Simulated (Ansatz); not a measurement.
Run report: SiCl₄F, molecular dynamics (part 1 of 5)

System: SiCl₄F, multiplicity 2.
Method: UKS PBE-D4/def2-SVP (Ansatz 0.2.0).

It belongs to a series of runs on one base structure; here: dynamics from the highest image of the converged band.

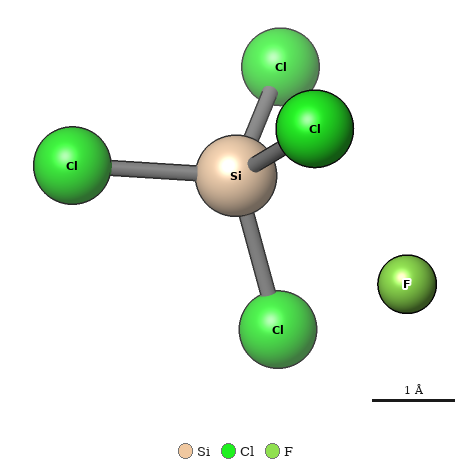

Figure 1. The structure as given in the input (ball-and-stick view, seen at a tilt). Bond lengths as drawn: Cl–Si 2.03 to 2.09 Å.

Summary:

```tsv
quantity	value
outcome	finished
mean temperature over the second half	46 K
trajectory	200 steps, 100 fs
ensemble	nve
temperature in the input	100.0 K
time step	0.5 fs
potential energy (last step)	−60640.3373 eV
mean-field energy (last step)	−60640.0410 eV
⟨S²⟩ (last step)	0.751
largest force (length of the vector) (last step)	0.472 eV/Å
hardware	4 threads of Intel Xeon @ 2.90GHz (Ice Lake), 192 GiB of memory available, shared host
wall time	3.8 min (CPU time 14 min)
peak memory	0.21 GiB
```

So short a trajectory is not equilibrated.

Input file:
```yaml
crystal:
  periodic: [false, false, false]
  atoms:
    - { symbol: Si, position_ang: [-0.125671, -0.013746, 0.205738] }
    - { symbol: Cl, position_ang: [-1.060372, 0.070852, 2.073723] }
    - { symbol: Cl, position_ang: [1.897795, -0.060231, 0.393096] }
    - { symbol: Cl, position_ang: [-0.716807, 1.648259, -0.832175] }
    - { symbol: Cl, position_ang: [-0.803962, -1.706249, -0.723942] }
    - { symbol: F, position_ang: [0.811215, 0.061114, 3.31566] }
magnetization:
  spin_polarized: true
  initial_magnetization: 1
basis:
  gaussian: { orbitals: def2-SVP }
hamiltonian:
  xc: pbe
  dispersion: d4
md:
  timestep: 0.5
  n_steps: 200
  ensemble: nve
  temperature: 100.0
  initial_velocities: maxwell_boltzmann
  seed: 11261
```

Command:
```bash
ansatz run input.yaml --threads 4 --pin off --max-ram 5120MiB --backend cpu --events-out ev --progress --plain --runs-dir out
```

The program's output:
```
Engine: ansatz 0.2.0, x86_64-unknown-linux-gnu
Functional definition: PBE
  parameter kappa = 0.804
  parameter beta = 0.06672455060314922
  exchange = pbe_x(kappa = kappa, mu = beta*pi^2/3)
  correlation = pbe_c(beta = beta)
1124 factors; their error is unknown
mean field evaluation 1: about -60634.8340 eV, gradient 3.3e1 eV
mean field evaluation 2: about -60308.9747 eV, gradient 1.3e2 eV
mean field evaluation 4: about -60637.6524 eV, gradient 2.0e1 eV
mean field evaluation 8: about -60640.1549 eV, gradient 8.0e-1 eV
mean field evaluation 16: about -60640.0695 eV, gradient 1.6e-3 eV
mean field evaluation 32: about -60639.9346 eV, gradient 5.8e0 eV
mean field -60640.06945864 eV, -2228.4814492896 hartree, gradient 3.1e-5 eV, S^2 0.751157; 4 other end points of the search recorded, 0 dependent functions left out
the calculation of the forces begins
reference -60640.06948381 eV, -2228.4814502146 hartree; 46, 45 occupied and 58, 59 virtual orbitals, 1124 factors
md step     0: t =     0.00 fs  T =   100.0 K  F+E_penalty+E_count = -60640.37053360 eV  E_kin = 0.051704 eV  conserved = -60640.31882960 eV  (93 SCF iters)
these checks for a lower state are left out or cut short: starts, cluster_reference, orbital_swaps, neighbouring_geometries, increment
1124 factors; their error is unknown
mean field -60640.06943301 eV, -2228.4814483478 hartree, gradient 4.4e-5 eV, S^2 0.751158; 0 other end points of the search recorded, 0 dependent functions left out
the calculation of the forces begins
reference -60640.06945818 eV, -2228.4814492726 hartree; 46, 45 occupied and 58, 59 virtual orbitals, 1124 factors
md step     1: t =     0.50 fs  T =    99.9 K  F+E_penalty+E_count = -60640.37049653 eV  E_kin = 0.051667 eV  conserved = -60640.31882960 eV  (25 SCF iters)
[... from here on the SCF iterations and repeated set-up lines of each step are left out, up to the last step ...]
md step     2: t =     1.00 fs  T =    99.7 K  F+E_penalty+E_count = -60640.37040162 eV  E_kin = 0.051572 eV  conserved = -60640.31882960 eV  (24 SCF iters)
md step     3: t =     1.50 fs  T =    99.5 K  F+E_penalty+E_count = -60640.37024977 eV  E_kin = 0.051420 eV  conserved = -60640.31882956 eV  (24 SCF iters)
md step     4: t =     2.00 fs  T =    99.1 K  F+E_penalty+E_count = -60640.37004247 eV  E_kin = 0.051213 eV  conserved = -60640.31882949 eV  (24 SCF iters)
md step     5: t =     2.50 fs  T =    98.5 K  F+E_penalty+E_count = -60640.36978176 eV  E_kin = 0.050952 eV  conserved = -60640.31882938 eV  (24 SCF iters)
md step     6: t =     3.00 fs  T =    97.9 K  F+E_penalty+E_count = -60640.36947020 eV  E_kin = 0.050641 eV  conserved = -60640.31882924 eV  (25 SCF iters)
md step     7: t =     3.50 fs  T =    97.2 K  F+E_penalty+E_count = -60640.36911086 eV  E_kin = 0.050282 eV  conserved = -60640.31882907 eV  (25 SCF iters)
md step     8: t =     4.00 fs  T =    96.5 K  F+E_penalty+E_count = -60640.36870726 eV  E_kin = 0.049878 eV  conserved = -60640.31882887 eV  (25 SCF iters)
md step     9: t =     4.50 fs  T =    95.6 K  F+E_penalty+E_count = -60640.36826337 eV  E_kin = 0.049435 eV  conserved = -60640.31882867 eV  (24 SCF iters)
md step    10: t =     5.00 fs  T =    94.7 K  F+E_penalty+E_count = -60640.36778345 eV  E_kin = 0.048955 eV  conserved = -60640.31882843 eV  (25 SCF iters)
md step    11: t =     5.50 fs  T =    93.7 K  F+E_penalty+E_count = -60640.36727216 eV  E_kin = 0.048444 eV  conserved = -60640.31882817 eV  (24 SCF iters)
md step    12: t =     6.00 fs  T =    92.7 K  F+E_penalty+E_count = -60640.36673438 eV  E_kin = 0.047906 eV  conserved = -60640.31882790 eV  (23 SCF iters)
md step    13: t =     6.50 fs  T =    91.6 K  F+E_penalty+E_count = -60640.36617518 eV  E_kin = 0.047348 eV  conserved = -60640.31882761 eV  (23 SCF iters)
md step    14: t =     7.00 fs  T =    90.5 K  F+E_penalty+E_count = -60640.36559979 eV  E_kin = 0.046772 eV  conserved = -60640.31882732 eV  (24 SCF iters)
md step    15: t =     7.50 fs  T =    89.3 K  F+E_penalty+E_count = -60640.36501347 eV  E_kin = 0.046186 eV  conserved = -60640.31882703 eV  (23 SCF iters)
md step    16: t =     8.00 fs  T =    88.2 K  F+E_penalty+E_count = -60640.36442152 eV  E_kin = 0.045595 eV  conserved = -60640.31882675 eV  (23 SCF iters)
md step    17: t =     8.50 fs  T =    87.0 K  F+E_penalty+E_count = -60640.36382912 eV  E_kin = 0.045003 eV  conserved = -60640.31882647 eV  (23 SCF iters)
md step    18: t =     9.00 fs  T =    85.9 K  F+E_penalty+E_count = -60640.36324133 eV  E_kin = 0.044415 eV  conserved = -60640.31882620 eV  (24 SCF iters)
md step    19: t =     9.50 fs  T =    84.8 K  F+E_penalty+E_count = -60640.36266306 eV  E_kin = 0.043837 eV  conserved = -60640.31882596 eV  (23 SCF iters)
md step    20: t =    10.00 fs  T =    83.7 K  F+E_penalty+E_count = -60640.36209886 eV  E_kin = 0.043273 eV  conserved = -60640.31882572 eV  (24 SCF iters)
md step    21: t =    10.50 fs  T =    82.6 K  F+E_penalty+E_count = -60640.36155303 eV  E_kin = 0.042728 eV  conserved = -60640.31882551 eV  (23 SCF iters)
md step    22: t =    11.00 fs  T =    81.6 K  F+E_penalty+E_count = -60640.36102947 eV  E_kin = 0.042204 eV  conserved = -60640.31882532 eV  (23 SCF iters)
md step    23: t =    11.50 fs  T =    80.7 K  F+E_penalty+E_count = -60640.36053166 eV  E_kin = 0.041707 eV  conserved = -60640.31882516 eV  (23 SCF iters)
md step    24: t =    12.00 fs  T =    79.8 K  F+E_penalty+E_count = -60640.36006263 eV  E_kin = 0.041238 eV  conserved = -60640.31882502 eV  (24 SCF iters)
md step    25: t =    12.50 fs  T =    78.9 K  F+E_penalty+E_count = -60640.35962486 eV  E_kin = 0.040800 eV  conserved = -60640.31882492 eV  (24 SCF iters)
md step    26: t =    13.00 fs  T =    78.1 K  F+E_penalty+E_count = -60640.35922035 eV  E_kin = 0.040395 eV  conserved = -60640.31882486 eV  (24 SCF iters)
md step    27: t =    13.50 fs  T =    77.4 K  F+E_penalty+E_count = -60640.35885052 eV  E_kin = 0.040026 eV  conserved = -60640.31882483 eV  (24 SCF iters)
md step    28: t =    14.00 fs  T =    76.8 K  F+E_penalty+E_count = -60640.35851621 eV  E_kin = 0.039691 eV  conserved = -60640.31882483 eV  (24 SCF iters)
md step    29: t =    14.50 fs  T =    76.2 K  F+E_penalty+E_count = -60640.35821772 eV  E_kin = 0.039393 eV  conserved = -60640.31882487 eV  (23 SCF iters)
md step    30: t =    15.00 fs  T =    75.7 K  F+E_penalty+E_count = -60640.35795476 eV  E_kin = 0.039130 eV  conserved = -60640.31882494 eV  (23 SCF iters)
md step    31: t =    15.50 fs  T =    75.2 K  F+E_penalty+E_count = -60640.35772647 eV  E_kin = 0.038901 eV  conserved = -60640.31882505 eV  (23 SCF iters)
md step    32: t =    16.00 fs  T =    74.9 K  F+E_penalty+E_count = -60640.35753144 eV  E_kin = 0.038706 eV  conserved = -60640.31882515 eV  (24 SCF iters)
md step    33: t =    16.50 fs  T =    74.5 K  F+E_penalty+E_count = -60640.35736784 eV  E_kin = 0.038543 eV  conserved = -60640.31882532 eV  (24 SCF iters)
md step    34: t =    17.00 fs  T =    74.3 K  F+E_penalty+E_count = -60640.35723324 eV  E_kin = 0.038408 eV  conserved = -60640.31882552 eV  (24 SCF iters)
md step    35: t =    17.50 fs  T =    74.1 K  F+E_penalty+E_count = -60640.35712482 eV  E_kin = 0.038299 eV  conserved = -60640.31882574 eV  (24 SCF iters)
md step    36: t =    18.00 fs  T =    73.9 K  F+E_penalty+E_count = -60640.35703934 eV  E_kin = 0.038213 eV  conserved = -60640.31882599 eV  (25 SCF iters)
md step    37: t =    18.50 fs  T =    73.8 K  F+E_penalty+E_count = -60640.35697323 eV  E_kin = 0.038147 eV  conserved = -60640.31882625 eV  (25 SCF iters)
md step    38: t =    19.00 fs  T =    73.7 K  F+E_penalty+E_count = -60640.35692264 eV  E_kin = 0.038096 eV  conserved = -60640.31882653 eV  (25 SCF iters)
md step    39: t =    19.50 fs  T =    73.6 K  F+E_penalty+E_count = -60640.35688346 eV  E_kin = 0.038057 eV  conserved = -60640.31882683 eV  (24 SCF iters)
md step    40: t =    20.00 fs  T =    73.5 K  F+E_penalty+E_count = -60640.35685144 eV  E_kin = 0.038024 eV  conserved = -60640.31882713 eV  (25 SCF iters)
md step    41: t =    20.50 fs  T =    73.5 K  F+E_penalty+E_count = -60640.35682220 eV  E_kin = 0.037995 eV  conserved = -60640.31882743 eV  (25 SCF iters)
md step    42: t =    21.00 fs  T =    73.4 K  F+E_penalty+E_count = -60640.35679133 eV  E_kin = 0.037964 eV  conserved = -60640.31882773 eV  (24 SCF iters)
md step    43: t =    21.50 fs  T =    73.4 K  F+E_penalty+E_count = -60640.35675446 eV  E_kin = 0.037926 eV  conserved = -60640.31882803 eV  (24 SCF iters)
md step    44: t =    22.00 fs  T =    73.3 K  F+E_penalty+E_count = -60640.35670728 eV  E_kin = 0.037879 eV  conserved = -60640.31882832 eV  (24 SCF iters)
md step    45: t =    22.50 fs  T =    73.1 K  F+E_penalty+E_count = -60640.35664566 eV  E_kin = 0.037817 eV  conserved = -60640.31882860 eV  (24 SCF iters)
md step    46: t =    23.00 fs  T =    73.0 K  F+E_penalty+E_count = -60640.35656575 eV  E_kin = 0.037737 eV  conserved = -60640.31882895 eV  (24 SCF iters)
md step    47: t =    23.50 fs  T =    72.8 K  F+E_penalty+E_count = -60640.35646371 eV  E_kin = 0.037635 eV  conserved = -60640.31882920 eV  (23 SCF iters)
md step    48: t =    24.00 fs  T =    72.5 K  F+E_penalty+E_count = -60640.35633629 eV  E_kin = 0.037507 eV  conserved = -60640.31882942 eV  (24 SCF iters)
md step    49: t =    24.50 fs  T =    72.2 K  F+E_penalty+E_count = -60640.35618052 eV  E_kin = 0.037351 eV  conserved = -60640.31882961 eV  (25 SCF iters)
md step    50: t =    25.00 fs  T =    71.9 K  F+E_penalty+E_count = -60640.35599383 eV  E_kin = 0.037164 eV  conserved = -60640.31882978 eV  (25 SCF iters)
md step    51: t =    25.50 fs  T =    71.5 K  F+E_penalty+E_count = -60640.35577411 eV  E_kin = 0.036944 eV  conserved = -60640.31882993 eV  (25 SCF iters)
md step    52: t =    26.00 fs  T =    71.0 K  F+E_penalty+E_count = -60640.35551970 eV  E_kin = 0.036690 eV  conserved = -60640.31883003 eV  (25 SCF iters)
md step    53: t =    26.50 fs  T =    70.4 K  F+E_penalty+E_count = -60640.35522947 eV  E_kin = 0.036399 eV  conserved = -60640.31883011 eV  (24 SCF iters)
md step    54: t =    27.00 fs  T =    69.8 K  F+E_penalty+E_count = -60640.35490278 eV  E_kin = 0.036073 eV  conserved = -60640.31883015 eV  (25 SCF iters)
md step    55: t =    27.50 fs  T =    69.1 K  F+E_penalty+E_count = -60640.35453952 eV  E_kin = 0.035709 eV  conserved = -60640.31883017 eV  (25 SCF iters)
md step    56: t =    28.00 fs  T =    68.3 K  F+E_penalty+E_count = -60640.35414011 eV  E_kin = 0.035310 eV  conserved = -60640.31883014 eV  (25 SCF iters)
md step    57: t =    28.50 fs  T =    67.5 K  F+E_penalty+E_count = -60640.35370547 eV  E_kin = 0.034875 eV  conserved = -60640.31883009 eV  (25 SCF iters)
md step    58: t =    29.00 fs  T =    66.5 K  F+E_penalty+E_count = -60640.35323704 eV  E_kin = 0.034407 eV  conserved = -60640.31883001 eV  (25 SCF iters)
md step    59: t =    29.50 fs  T =    65.6 K  F+E_penalty+E_count = -60640.35273674 eV  E_kin = 0.033907 eV  conserved = -60640.31882989 eV  (25 SCF iters)
md step    60: t =    30.00 fs  T =    64.6 K  F+E_penalty+E_count = -60640.35220695 eV  E_kin = 0.033377 eV  conserved = -60640.31882976 eV  (24 SCF iters)
md step    61: t =    30.50 fs  T =    63.5 K  F+E_penalty+E_count = -60640.35165047 eV  E_kin = 0.032821 eV  conserved = -60640.31882959 eV  (24 SCF iters)
md step    62: t =    31.00 fs  T =    62.4 K  F+E_penalty+E_count = -60640.35107049 eV  E_kin = 0.032241 eV  conserved = -60640.31882940 eV  (25 SCF iters)
md step    63: t =    31.50 fs  T =    61.2 K  F+E_penalty+E_count = -60640.35047056 eV  E_kin = 0.031641 eV  conserved = -60640.31882919 eV  (25 SCF iters)
md step    64: t =    32.00 fs  T =    60.0 K  F+E_penalty+E_count = -60640.34985452 eV  E_kin = 0.031026 eV  conserved = -60640.31882897 eV  (25 SCF iters)
md step    65: t =    32.50 fs  T =    58.8 K  F+E_penalty+E_count = -60640.34922647 eV  E_kin = 0.030398 eV  conserved = -60640.31882873 eV  (25 SCF iters)
md step    66: t =    33.00 fs  T =    57.6 K  F+E_penalty+E_count = -60640.34859069 eV  E_kin = 0.029762 eV  conserved = -60640.31882848 eV  (25 SCF iters)
md step    67: t =    33.50 fs  T =    56.3 K  F+E_penalty+E_count = -60640.34795162 eV  E_kin = 0.029123 eV  conserved = -60640.31882823 eV  (24 SCF iters)
md step    68: t =    34.00 fs  T =    55.1 K  F+E_penalty+E_count = -60640.34731379 eV  E_kin = 0.028486 eV  conserved = -60640.31882797 eV  (25 SCF iters)
md step    69: t =    34.50 fs  T =    53.9 K  F+E_penalty+E_count = -60640.34668174 eV  E_kin = 0.027854 eV  conserved = -60640.31882771 eV  (25 SCF iters)
md step    70: t =    35.00 fs  T =    52.7 K  F+E_penalty+E_count = -60640.34605998 eV  E_kin = 0.027233 eV  conserved = -60640.31882745 eV  (25 SCF iters)
md step    71: t =    35.50 fs  T =    51.5 K  F+E_penalty+E_count = -60640.34545297 eV  E_kin = 0.026626 eV  conserved = -60640.31882720 eV  (25 SCF iters)
md step    72: t =    36.00 fs  T =    50.4 K  F+E_penalty+E_count = -60640.34486498 eV  E_kin = 0.026038 eV  conserved = -60640.31882697 eV  (24 SCF iters)
md step    73: t =    36.50 fs  T =    49.3 K  F+E_penalty+E_count = -60640.34430013 eV  E_kin = 0.025473 eV  conserved = -60640.31882674 eV  (90 SCF iters)
md step    74: t =    37.00 fs  T =    48.2 K  F+E_penalty+E_count = -60640.34376226 eV  E_kin = 0.024936 eV  conserved = -60640.31882654 eV  (23 SCF iters)
md step    75: t =    37.50 fs  T =    47.2 K  F+E_penalty+E_count = -60640.34325495 eV  E_kin = 0.024429 eV  conserved = -60640.31882635 eV  (24 SCF iters)
md step    76: t =    38.00 fs  T =    46.3 K  F+E_penalty+E_count = -60640.34278144 eV  E_kin = 0.023955 eV  conserved = -60640.31882619 eV  (23 SCF iters)
md step    77: t =    38.50 fs  T =    45.5 K  F+E_penalty+E_count = -60640.34234458 eV  E_kin = 0.023519 eV  conserved = -60640.31882605 eV  (24 SCF iters)
md step    78: t =    39.00 fs  T =    44.7 K  F+E_penalty+E_count = -60640.34194683 eV  E_kin = 0.023121 eV  conserved = -60640.31882593 eV  (23 SCF iters)
md step    79: t =    39.50 fs  T =    44.0 K  F+E_penalty+E_count = -60640.34159024 eV  E_kin = 0.022764 eV  conserved = -60640.31882584 eV  (23 SCF iters)
md step    80: t =    40.00 fs  T =    43.4 K  F+E_penalty+E_count = -60640.34127638 eV  E_kin = 0.022451 eV  conserved = -60640.31882579 eV  (24 SCF iters)
md step    81: t =    40.50 fs  T =    42.9 K  F+E_penalty+E_count = -60640.34100636 eV  E_kin = 0.022181 eV  conserved = -60640.31882576 eV  (24 SCF iters)
md step    82: t =    41.00 fs  T =    42.5 K  F+E_penalty+E_count = -60640.34078081 eV  E_kin = 0.021955 eV  conserved = -60640.31882576 eV  (23 SCF iters)
md step    83: t =    41.50 fs  T =    42.1 K  F+E_penalty+E_count = -60640.34059988 eV  E_kin = 0.021774 eV  conserved = -60640.31882579 eV  (23 SCF iters)
md step    84: t =    42.00 fs  T =    41.8 K  F+E_penalty+E_count = -60640.34046323 eV  E_kin = 0.021637 eV  conserved = -60640.31882585 eV  (24 SCF iters)
md step    85: t =    42.50 fs  T =    41.7 K  F+E_penalty+E_count = -60640.34037007 eV  E_kin = 0.021544 eV  conserved = -60640.31882594 eV  (24 SCF iters)
md step    86: t =    43.00 fs  T =    41.6 K  F+E_penalty+E_count = -60640.34031912 eV  E_kin = 0.021493 eV  conserved = -60640.31882606 eV  (23 SCF iters)
md step    87: t =    43.50 fs  T =    41.5 K  F+E_penalty+E_count = -60640.34030869 eV  E_kin = 0.021482 eV  conserved = -60640.31882620 eV  (23 SCF iters)
md step    88: t =    44.00 fs  T =    41.6 K  F+E_penalty+E_count = -60640.34033666 eV  E_kin = 0.021510 eV  conserved = -60640.31882637 eV  (23 SCF iters)
md step    89: t =    44.50 fs  T =    41.7 K  F+E_penalty+E_count = -60640.34040053 eV  E_kin = 0.021574 eV  conserved = -60640.31882656 eV  (23 SCF iters)
md step    90: t =    45.00 fs  T =    41.9 K  F+E_penalty+E_count = -60640.34049745 eV  E_kin = 0.021671 eV  conserved = -60640.31882676 eV  (23 SCF iters)
md step    91: t =    45.50 fs  T =    42.2 K  F+E_penalty+E_count = -60640.34062427 eV  E_kin = 0.021797 eV  conserved = -60640.31882699 eV  (23 SCF iters)
md step    92: t =    46.00 fs  T =    42.5 K  F+E_penalty+E_count = -60640.34077755 eV  E_kin = 0.021950 eV  conserved = -60640.31882723 eV  (23 SCF iters)
md step    93: t =    46.50 fs  T =    42.8 K  F+E_penalty+E_count = -60640.34095364 eV  E_kin = 0.022126 eV  conserved = -60640.31882748 eV  (24 SCF iters)
md step    94: t =    47.00 fs  T =    43.2 K  F+E_penalty+E_count = -60640.34114872 eV  E_kin = 0.022321 eV  conserved = -60640.31882775 eV  (23 SCF iters)
md step    95: t =    47.50 fs  T =    43.6 K  F+E_penalty+E_count = -60640.34135884 eV  E_kin = 0.022531 eV  conserved = -60640.31882801 eV  (23 SCF iters)
md step    96: t =    48.00 fs  T =    44.0 K  F+E_penalty+E_count = -60640.34157997 eV  E_kin = 0.022752 eV  conserved = -60640.31882828 eV  (23 SCF iters)
md step    97: t =    48.50 fs  T =    44.4 K  F+E_penalty+E_count = -60640.34180806 eV  E_kin = 0.022980 eV  conserved = -60640.31882855 eV  (24 SCF iters)
md step    98: t =    49.00 fs  T =    44.9 K  F+E_penalty+E_count = -60640.34203909 eV  E_kin = 0.023210 eV  conserved = -60640.31882882 eV  (24 SCF iters)
md step    99: t =    49.50 fs  T =    45.3 K  F+E_penalty+E_count = -60640.34226912 eV  E_kin = 0.023440 eV  conserved = -60640.31882907 eV  (25 SCF iters)
md step   100: t =    50.00 fs  T =    45.8 K  F+E_penalty+E_count = -60640.34249434 eV  E_kin = 0.023665 eV  conserved = -60640.31882932 eV  (24 SCF iters)
md step   101: t =    50.50 fs  T =    46.2 K  F+E_penalty+E_count = -60640.34271111 eV  E_kin = 0.023882 eV  conserved = -60640.31882956 eV  (24 SCF iters)
md step   102: t =    51.00 fs  T =    46.6 K  F+E_penalty+E_count = -60640.34291601 eV  E_kin = 0.024086 eV  conserved = -60640.31882977 eV  (25 SCF iters)
md step   103: t =    51.50 fs  T =    47.0 K  F+E_penalty+E_count = -60640.34310589 eV  E_kin = 0.024276 eV  conserved = -60640.31882997 eV  (24 SCF iters)
md step   104: t =    52.00 fs  T =    47.3 K  F+E_penalty+E_count = -60640.34327789 eV  E_kin = 0.024448 eV  conserved = -60640.31883016 eV  (24 SCF iters)
md step   105: t =    52.50 fs  T =    47.6 K  F+E_penalty+E_count = -60640.34342948 eV  E_kin = 0.024599 eV  conserved = -60640.31883031 eV  (24 SCF iters)
md step   106: t =    53.00 fs  T =    47.8 K  F+E_penalty+E_count = -60640.34355852 eV  E_kin = 0.024728 eV  conserved = -60640.31883045 eV  (23 SCF iters)
md step   107: t =    53.50 fs  T =    48.0 K  F+E_penalty+E_count = -60640.34366321 eV  E_kin = 0.024833 eV  conserved = -60640.31883056 eV  (24 SCF iters)
md step   108: t =    54.00 fs  T =    48.2 K  F+E_penalty+E_count = -60640.34374221 eV  E_kin = 0.024912 eV  conserved = -60640.31883064 eV  (24 SCF iters)
md step   109: t =    54.50 fs  T =    48.3 K  F+E_penalty+E_count = -60640.34379456 eV  E_kin = 0.024964 eV  conserved = -60640.31883070 eV  (24 SCF iters)
```
